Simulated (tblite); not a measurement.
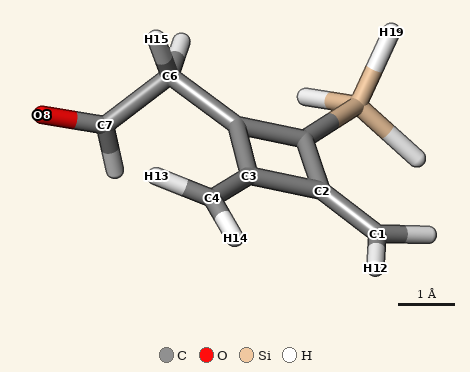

The structure as given in the input (stick view, seen at a tilt; atoms are numbered from 1 in the order of the input). Bond lengths as drawn: C–C 1.32 to 1.54 Å, C–H 1.08 to 1.10 Å, C–O 1.24 Å, C–Si 1.88 Å and H–Si 1.48 to 1.49 Å.

**Run report: C$_{8}$H$_{10}$OSi, geometry relaxation**

C$_{8}$H$_{10}$OSi, SMILES C=C1C(=C)C(CC=O)=C1[SiH3], computed with GFN2-xTB geometry optimisation, gas phase (tblite 0.8.0).

It belongs to a series of runs on one base structure; here: CH2 inserted into a C-C bond.

## What the program printed
```
step      E/eV     max force
  0    -758.84557    2.944
  1    -758.94407    3.811
  2    -759.06386    0.633
  3    -759.07738    0.501
  4    -759.08768    0.226
  5    -759.09449    0.274
  6    -759.09816    0.155
  7    -759.10244    0.178
  8    -759.10454    0.099
  9    -759.10526    0.091
 10    -759.10595    0.104
 11    -759.10660    0.116
 12    -759.10736    0.066
 13    -759.10802    0.077
 14    -759.10867    0.074
 15    -759.10930    0.075
 16    -759.10987    0.054
 17    -759.11034    0.050
 18    -759.11073    0.048
 19    -759.11106    0.050
 20    -759.11137    0.053
 21    -759.11166    0.045
 22    -759.11193    0.036
 23    -759.11215    0.034
 24    -759.11233    0.029
 25    -759.11248    0.029
 26    -759.11263    0.037
 27    -759.11279    0.034
 28    -759.11294    0.029
 29    -759.11308    0.028
 30    -759.11322    0.034
 31    -759.11338    0.041
 32    -759.11352    0.030
 33    -759.11362    0.017
 34    -759.11366    0.014
 35    -759.11369    0.012
 36    -759.11372    0.012
 37    -759.11375    0.014
 38    -759.11380    0.019
 39    -759.11385    0.025
 40    -759.11393    0.025
 41    -759.11404    0.023
 42    -759.11417    0.026
 43    -759.11431    0.024
 44    -759.11443    0.022
 45    -759.11451    0.021
 46    -759.11458    0.020
 47    -759.11466    0.025
 48    -759.11476    0.028
 49    -759.11489    0.027
 50    -759.11502    0.029
 51    -759.11514    0.026
 52    -759.11523    0.021
 53    -759.11529    0.014
 54    -759.11533    0.014
 55    -759.11536    0.012
 56    -759.11539    0.014
 57    -759.11543    0.016
 58    -759.11548    0.020
 59    -759.11555    0.025
 60    -759.11562    0.021
 61    -759.11570    0.037
 62    -759.11578    0.025
 63    -759.11586    0.024
 64    -759.11598    0.031
 65    -759.11607    0.028
 66    -759.11620    0.030
 67    -759.11635    0.030
 68    -759.11653    0.026
 69    -759.11669    0.026
 70    -759.11682    0.023
 71    -759.11693    0.033
 72    -759.11704    0.030
 73    -759.11713    0.022
 74    -759.11718    0.077
 75    -759.11722    0.046
 76    -759.11733    0.026
 77    -759.11741    0.017
 78    -759.11753    0.031
 79    -759.11765    0.024
 80    -759.11778    0.025
 81    -759.11790    0.024
 82    -759.11802    0.025
 83    -759.11815    0.024
 84    -759.11831    0.032
 85    -759.11848    0.038
 86    -759.11859    0.027
 87    -759.11864    0.075
 88    -759.11873    0.019
 89    -759.11878    0.017
 90    -759.11885    0.020
 91    -759.11890    0.016
 92    -759.11894    0.015
 93    -759.11899    0.016
 94    -759.11905    0.018
 95    -759.11911    0.020
 96    -759.11918    0.017
 97    -759.11927    0.014
 98    -759.11936    0.015
 99    -759.11943    0.016
100    -759.11950    0.019
101    -759.11958    0.021
102    -759.11970    0.025
103    -759.11985    0.026
104    -759.11997    0.090
105    -759.12020    0.035
106    -759.12044    0.031
107    -759.12064    0.043
108    -759.12087    0.046
109    -759.12127    0.062
110    -759.12196    0.069
111    -759.12255    0.113
112    -759.12332    0.120
113    -759.12448    0.085
114    -759.12529    0.068
115    -759.12594    0.041
116    -759.12678    0.073
117    -759.12724    0.139
118    -759.12611    0.159
119    -759.12785    0.090
120    -759.12809    0.040
121    -759.12853    0.053
122    -759.12899    0.052
123    -759.12931    0.037
124    -759.12957    0.053
125    -759.12963    0.067
126    -759.12990    0.035
127    -759.13008    0.030
128    -759.13032    0.022
129    -759.13045    0.045
130    -759.13057    0.061
131    -759.13068    0.071
132    -759.13084    0.052
133    -759.13100    0.034
134    -759.13117    0.027
135    -759.13133    0.025
136    -759.13148    0.027
137    -759.13162    0.028
138    -759.13174    0.033
139    -759.13189    0.030
140    -759.13203    0.030
141    -759.13219    0.036
142    -759.13231    0.051
143    -759.13245    0.042
144    -759.13258    0.058
145    -759.13277    0.030
146    -759.13294    0.031
147    -759.13312    0.026
148    -759.13321    0.031
149    -759.13333    0.025
150    -759.13342    0.031
151    -759.13354    0.035
152    -759.13364    0.028
153    -759.13376    0.018
154    -759.13384    0.017
155    -759.13388    0.022
156    -759.13392    0.024
157    -759.13396    0.014
158    -759.13401    0.020
159    -759.13405    0.021
160    -759.13411    0.020
161    -759.13415    0.013
162    -759.13418    0.012
163    -759.13420    0.016
164    -759.13423    0.017
165    -759.13427    0.012
166    -759.13432    0.013
167    -759.13436    0.021
168    -759.13441    0.021
169    -759.13445    0.015
170    -759.13448    0.013
171    -759.13450    0.012
172    -759.13451    0.016
173    -759.13454    0.012
174    -759.13456    0.009
```

## Trajectory as extended XYZ (Å, eV, eV/Å), 5 of the 175 frames kept, from step=0 to step=174
```
20
Properties=species:S:1:pos:R:3:forces:R:3 step=0 energy=-758.84557
C    -0.6168    2.2990   -1.5622   -0.5540   0.1130  -0.4110
C    -0.3285    1.3026   -0.7484   -0.4720   1.1230  -1.0370
C     0.7137    1.0389    0.2151    2.0010   0.8580   1.0530
C     1.7718    1.6990    0.6624    0.3620  -0.3690   0.5520
C     0.0992   -0.2363    0.4814    0.0390  -1.9420   1.2860
C     0.4651   -1.3958    1.4328    0.0430   1.2990  -0.7460
C     1.7957   -1.9558    1.0043    1.7800  -0.7680   2.2160
O     2.7226   -2.1827    1.7924   -1.9710   0.6070  -1.8610
C    -0.8826    0.0100   -0.4236   -1.6080  -1.5870  -0.3310
Si   -2.4015   -0.9225   -1.0291   -0.1800  -0.1690  -0.1510
H    -1.4957    2.2514   -2.2105    0.4410   0.1100   0.2570
H    -0.0068    3.1857   -1.5938   -0.0610  -0.0060  -0.0820
H     2.4056    1.2475    1.4362   -0.2400   0.3750  -0.4560
H     2.0246    2.6774    0.2948    0.0610  -0.0260   0.0530
H     0.5375   -1.0213    2.4663    0.0330  -0.0730  -0.2930
H    -0.2777   -2.1931    1.4041   -0.0860   0.0870  -0.2170
H     1.8846   -2.2290   -0.0546   -0.0210   0.1110  -0.0960
H    -2.8328   -0.4241   -2.3621    0.1860  -0.0870   0.3940
H    -3.5195   -0.7757   -0.0653    0.2740   0.0250  -0.1710
H    -2.0638   -2.3645   -1.1434   -0.0280   0.3190   0.0400
20
Properties=species:S:1:pos:R:3:forces:R:3 step=44 energy=-759.11443
C    -0.6494    2.3094   -1.5643   -0.0030  -0.0050   0.0020
C    -0.3304    1.3250   -0.7448    0.0100  -0.0010  -0.0040
C     0.7521    1.0556    0.2477   -0.0050  -0.0030   0.0150
C     1.8226    1.6867    0.7011   -0.0030   0.0000  -0.0060
C     0.0987   -0.2401    0.4944   -0.0080  -0.0040   0.0070
C     0.4366   -1.3677    1.4000    0.0030  -0.0040  -0.0030
C     1.7652   -1.9634    1.0077   -0.0120   0.0080  -0.0020
O     2.7049   -2.0944    1.7371    0.0060  -0.0040  -0.0180
C    -0.8917   -0.0104   -0.4174    0.0000   0.0030   0.0050
Si   -2.3839   -0.9646   -1.0150    0.0020   0.0000  -0.0010
H    -1.5145    2.2449   -2.2023   -0.0050   0.0100  -0.0050
H    -0.0598    3.2082   -1.6270    0.0010  -0.0060   0.0070
H     2.4647    1.2446    1.4452   -0.0110  -0.0050  -0.0080
H     2.0943    2.6640    0.3406   -0.0010   0.0010  -0.0020
H     0.4930   -1.0307    2.4389   -0.0060   0.0090  -0.0170
H    -0.3314   -2.1403    1.3045    0.0100  -0.0030   0.0040
H     1.8085   -2.2719   -0.0559   -0.0010  -0.0020   0.0220
H    -2.7666   -0.4829   -2.3405    0.0140   0.0100  -0.0120
H    -3.4884   -0.7757   -0.0706    0.0060   0.0070   0.0110
H    -2.0297   -2.3857   -1.0826    0.0040  -0.0110   0.0060
20
Properties=species:S:1:pos:R:3:forces:R:3 step=87 energy=-759.11864
C    -0.6813    2.3271   -1.5069    0.0090  -0.0090  -0.0080
C    -0.3371    1.3245   -0.7203   -0.0070   0.0100   0.0170
C     0.7489    1.0539    0.2675   -0.0020   0.0040   0.0110
C     1.8299    1.6769    0.7069    0.0040   0.0000  -0.0030
C     0.0970   -0.2427    0.5133    0.0070  -0.0010   0.0030
C     0.4375   -1.3605    1.4329    0.0110  -0.0060   0.0010
C     1.7296   -1.9767    0.9578    0.0430   0.0000   0.0130
O     2.7782   -1.9150    1.5326   -0.0630  -0.0160  -0.0380
C    -0.8845   -0.0204   -0.4098    0.0060  -0.0020   0.0060
Si   -2.3516   -0.9803   -1.0538   -0.0030   0.0000  -0.0030
H    -1.5525    2.2689   -2.1377    0.0040   0.0060  -0.0030
H    -0.1035    3.2347   -1.5486   -0.0060   0.0010   0.0000
H     2.4814    1.2259    1.4369   -0.0110  -0.0030   0.0050
H     2.1056    2.6522    0.3440   -0.0070   0.0000  -0.0090
H     0.5707   -0.9845    2.4506    0.0060   0.0000  -0.0120
H    -0.3560   -2.1101    1.4057    0.0050   0.0070  -0.0090
H     1.6353   -2.4842   -0.0232    0.0020   0.0150   0.0270
H    -2.5656   -0.6170   -2.4546   -0.0020  -0.0100   0.0060
H    -3.5335   -0.6495   -0.2513    0.0160  -0.0080  -0.0110
H    -2.0538   -2.4126   -0.9453   -0.0130   0.0100   0.0070
20
Properties=species:S:1:pos:R:3:forces:R:3 step=130 energy=-759.13057
C    -0.6982    2.3269   -1.4830    0.0020  -0.0030  -0.0080
C    -0.3522    1.3509   -0.6642   -0.0020  -0.0050   0.0020
C     0.7214    1.1236    0.3469    0.0030  -0.0050  -0.0020
C     1.7548    1.8041    0.8139   -0.0020  -0.0040   0.0040
C     0.1276   -0.2054    0.5677   -0.0060  -0.0020  -0.0010
C     0.5237   -1.3372    1.4450    0.0090   0.0010   0.0030
C     1.6204   -2.1067    0.7497    0.0330  -0.0080   0.0180
O     2.7391   -2.2320    1.1559   -0.0480   0.0000  -0.0380
C    -0.8530   -0.0136   -0.3639    0.0050  -0.0100  -0.0170
Si   -2.2699   -1.0191   -1.0472   -0.0180  -0.0050   0.0000
H    -1.5420    2.2280   -2.1450   -0.0060   0.0040   0.0000
H    -0.1484    3.2518   -1.5232   -0.0050   0.0010   0.0070
H     2.4120    1.3907    1.5603    0.0050  -0.0010   0.0020
H     1.9793    2.7949    0.4579    0.0050  -0.0020   0.0070
H     0.8911   -0.9730    2.4062    0.0030   0.0100   0.0010
H    -0.3282   -2.0049    1.5926   -0.0030   0.0100  -0.0190
H     1.2986   -2.5420   -0.2177    0.0060   0.0140   0.0280
H    -2.1055   -1.1439   -2.4979    0.0050  -0.0050   0.0250
H    -3.5289   -0.3370   -0.7358    0.0140  -0.0100  -0.0040
H    -2.2467   -2.3457   -0.4211    0.0010   0.0200  -0.0110
20
Properties=species:S:1:pos:R:3:forces:R:3 step=174 energy=-759.13456
C    -0.7236    2.3473   -1.4444    0.0010   0.0010   0.0030
C    -0.3541    1.3724   -0.6346    0.0010   0.0000  -0.0030
C     0.7151    1.1673    0.3870   -0.0030   0.0000   0.0000
C     1.7180    1.8718    0.8841    0.0000   0.0000  -0.0030
C     0.1612   -0.1812    0.5850   -0.0010  -0.0020   0.0030
C     0.5816   -1.3160    1.4466   -0.0020  -0.0020   0.0040
C     1.4986   -2.1797    0.6162   -0.0010   0.0030   0.0000
O     2.6658   -2.3447    0.8182   -0.0030  -0.0050  -0.0040
C    -0.8144   -0.0108   -0.3563    0.0020   0.0000  -0.0010
Si   -2.1883   -1.0662   -1.0510    0.0030   0.0090   0.0000
H    -1.5566    2.2306   -2.1174    0.0040   0.0010   0.0030
H    -0.2058    3.2911   -1.4630   -0.0030   0.0020   0.0000
H     2.3765    1.4644    1.6330   -0.0020   0.0010   0.0020
H     1.9184    2.8759    0.5528    0.0010   0.0020  -0.0060
H     1.1086   -0.9581    2.3320    0.0020   0.0000   0.0030
H    -0.2917   -1.9078    1.7291   -0.0010   0.0000   0.0040
H     0.9851   -2.6352   -0.2534    0.0020  -0.0020   0.0000
H    -1.7852   -1.5720   -2.3653    0.0040  -0.0030  -0.0070
H    -3.3972   -0.2509   -1.1666   -0.0090   0.0000   0.0000
H    -2.4173   -2.1875   -0.1349    0.0050  -0.0050   0.0030
```

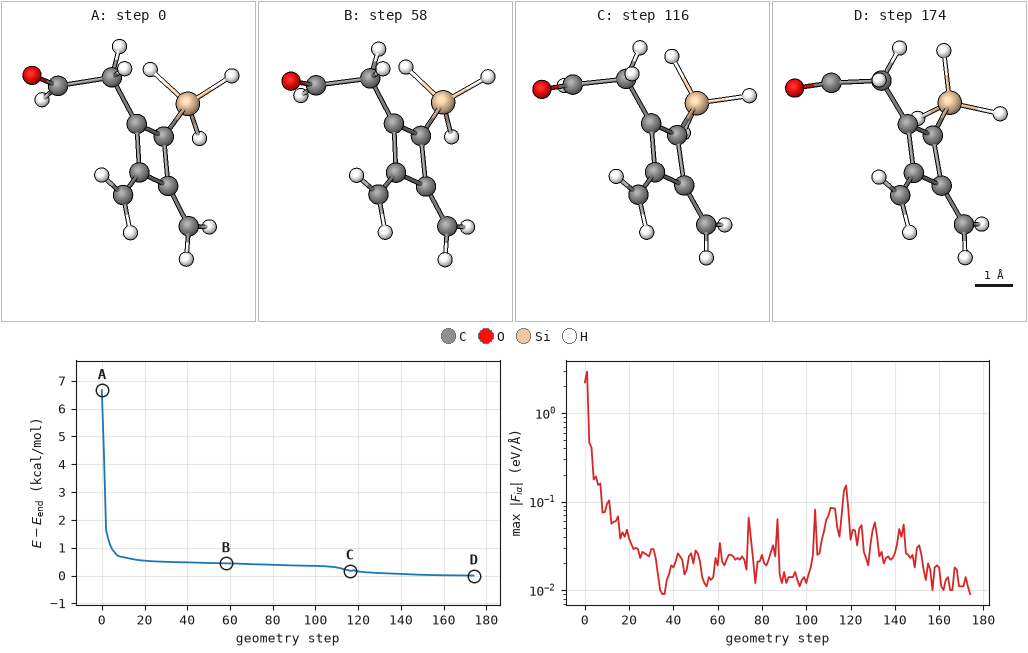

Frames of the relaxation (ball-and-stick view, seen at a tilt) above the curves, on which the letters mark them (steps are counted from 0).

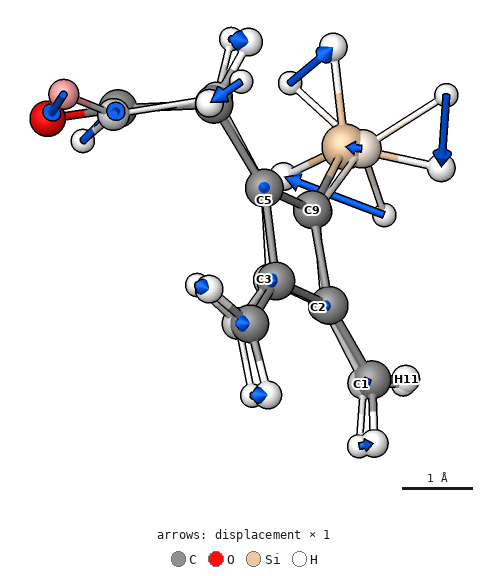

Start (faint) and end (solid) with the displacements as blue arrows, at true length (ball-and-stick view, seen at a tilt). The two geometries are laid on each other by the best rigid fit. After 174 geometry steps the energy has fallen by 6.66 kcal/mol. Largest force component: 2.2 eV/Å at the start, 0.009 eV/Å at the end. H18 moves most after the best rigid fit: 1.56 Å. Largest moves by element: H 1.56 Å, O 0.97 Å, C 0.53 Å, Si 0.25 Å. Among the contacts that change: C5–C6 1.544 → 1.486 Å, C2–C3 1.444 → 1.493 Å, C7–O8 1.238 → 1.196 Å, C2–C9 1.443 → 1.484 Å. Among the angles that change: C6–C7–H17 116.0° → 112.7°, H15–C6–H16 108.5° → 110.7°, C3–C5–C9 91.4° → 93.5°. (Atoms are counted from 1 in the order of the input.)

The run was set up as follows.

## Input file
```
{"job": {"kind": "relax", "xc": "GFN2-xTB", "basis": "xTB"}, "charge": 0, "multiplicity": 1}
C     -0.616800     2.299000    -1.562200
C     -0.328500     1.302600    -0.748400
C      0.713700     1.038900     0.215100
C      1.771800     1.699000     0.662400
C      0.099200    -0.236300     0.481400
C      0.465100    -1.395800     1.432800
C      1.795700    -1.955800     1.004300
O      2.722600    -2.182700     1.792400
C     -0.882600     0.010000    -0.423600
Si    -2.401500    -0.922500    -1.029100
H     -1.495700     2.251400    -2.210500
H     -0.006800     3.185700    -1.593800
H      2.405600     1.247500     1.436200
H      2.024600     2.677400     0.294800
H      0.537500    -1.021300     2.466300
H     -0.277700    -2.193100     1.404100
H      1.884600    -2.229000    -0.054600
H     -2.832800    -0.424100    -2.362100
H     -3.519500    -0.775700    -0.065300
H     -2.063800    -2.364500    -1.143400
```

The first line tells a small driver script what to run in tblite; the rest is the geometry in Å.

Run as:
```bash
OMP_NUM_THREADS=1 python <driver script> task.json out
```

## Results in brief

| quantity | value |
| --- | --- |
| outcome | converged |
| total energy | −759.1346 eV |
| hardware | 1 CPU thread, shared host |
| wall time | 2.8 s |
| peak memory | 0.18 GiB |
